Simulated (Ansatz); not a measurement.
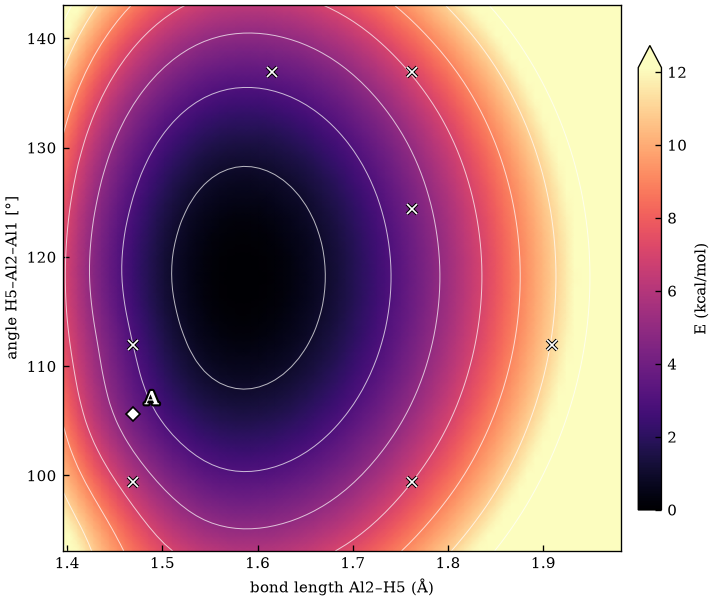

Al2H3, SMILES [AlH][AlH2], spin multiplicity 2. Coordinates scanned: (1) bond length Al2–H5; (2) angle H5–Al2–Al1. Nothing is relaxed (all other coordinates rigid). Grid: 9 × 9 points. At 7 points there is no value. Points are written as (first, second). Energies are in kcal/mol, from the relaxed molecule at the same level. These are results of Ansatz, UKS wB97M-V/def2-SVP, not measurements.

Drawn: a smooth colour map with a few white contour lines, crosses at grid points without a value, one colour for all values above the top of the scale, the point A. Between grid points the surface is interpolated.

**Which way does the force act at A, and how strong is it?**

A, at (1.469 Å, 105.6°), is not a stationary point. The computed force is 46 kcal/mol for each Å towards larger values of bond length Al2–H5 and 0.24 kcal/mol for each degree towards larger values of angle H5–Al2–Al1.
